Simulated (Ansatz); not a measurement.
## Electronic structure of H$_{5}$PSn···H$_{2}$ in real space

```xyz
9

Sn   -0.6372   -0.0808   -0.6441
H     0.2826    0.0694    3.3098
H     0.8534    0.0575    0.1728
H    -0.8028    1.2115   -1.7460
H    -0.6789   -1.5601   -1.4964
P    -2.4984    0.0923    1.0525
H    -3.5093   -0.2775    0.1299
H    -2.3164   -1.2279    1.5356
H    -0.3936    0.4035    3.3059
```

Core potentials replace the inner electrons of Sn.

Theory: Ansatz 0.2.0, RKS BHLYP-D4/def2-SVP.

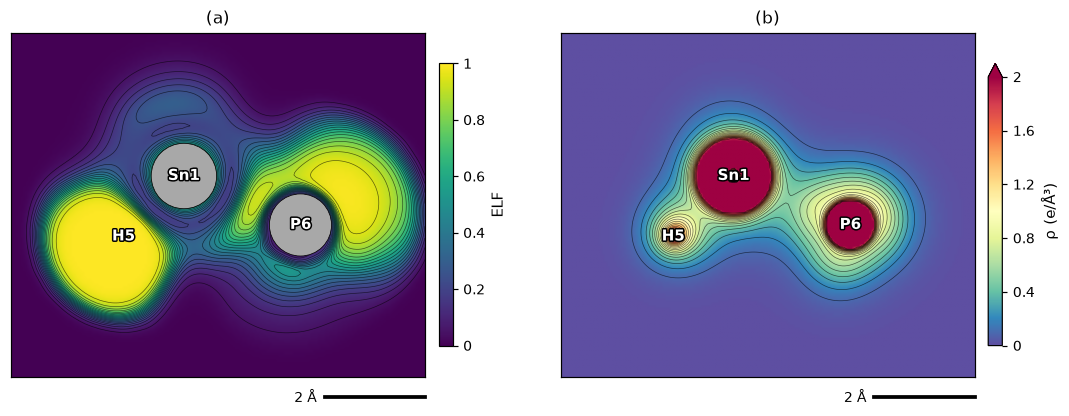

Figure 1. (a) electron localisation function; (b) electron density on the plane of atoms H5, Sn1 and P6. Grey discs cover the atomic cores in the ELF map.

What do the fields say about this system?

Answer. Atoms in the plane: Sn, H and P. Sn–P (2.52 Å): ρ is about 0.51 e/Å³ halfway; the ELF peaks at about 0.90 between the atoms, as expected for localised, covalent bonding. Sn–H (1.71 Å): the density is about 1.1 e/Å³ at the midpoint; the ELF climbs to about 1 towards the hydrogen. The ELF also peaks beside P6, away from the bonds: lone-pair regions.

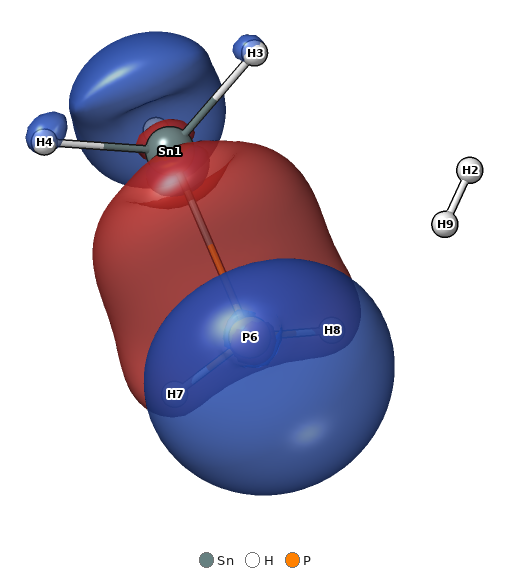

Figure 2. The HOMO at ±0.08 Å⁻³ᐟ² (blue and red are the two phases), seen at a tilt.

Describe this orbital and give its energy.

Answer. It lies mainly on P6 (about 65 %) and Sn1 (about 20 %). Its energy is −8.26 eV.

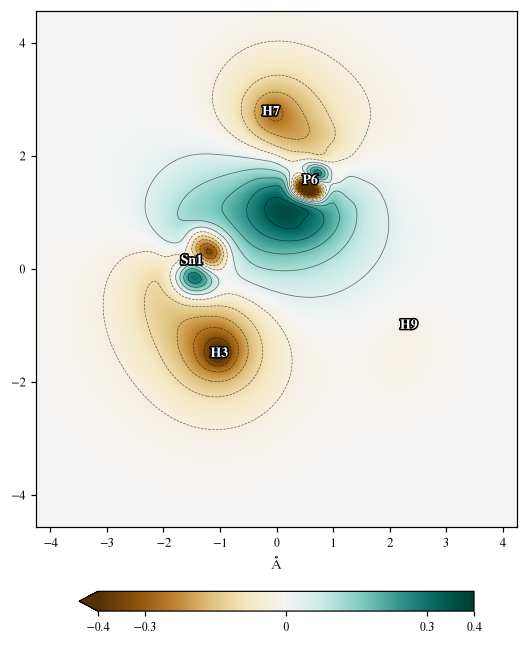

Figure 3. The HOMO−1 on the plane of atoms H3, Sn1 and P6 (values in Å⁻³ᐟ²; the overall sign is arbitrary).

Where does this orbital lie, and at what energy?

Answer. It lies mainly on P6 (about 35 %), Sn1 (about 25 %), H3 (about 10 %), H4 (about 10 %), H5 (about 5 %) and H8 (about 5 %). Its energy is −9.79 eV.
